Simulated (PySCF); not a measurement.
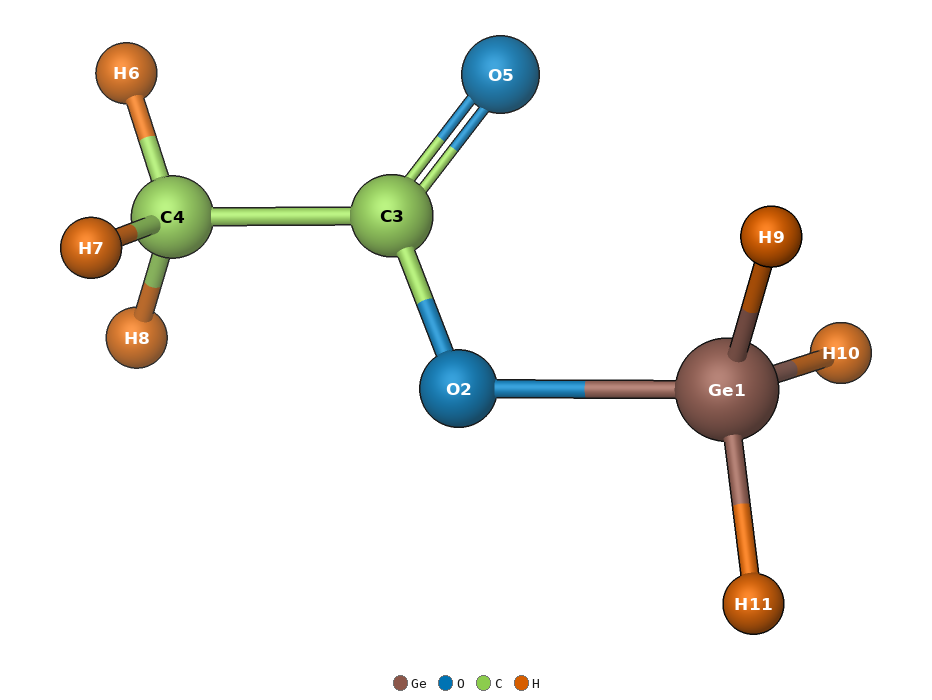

Computed geometry: PBE0-D3(BJ)/def2-SVP optimisation. No frequency run is at hand to confirm it as a minimum. Properties computed with delta-SCF UKS SCAN, pcX-2 on the ionised atom (unc-x2c-TZVPall on a metal), pcseg-1 elsewhere, spin-free X2C (PySCF 2.14.0).

Give the core-electron binding energies (to vacuum) of O2 1s, C3 1s, C4 1s, O5 1s.

```csv
atom,level,binding energy (eV)
O2,1s,538.5
C3,1s,294.6
C4,1s,291.3
O5,1s,537.6
```
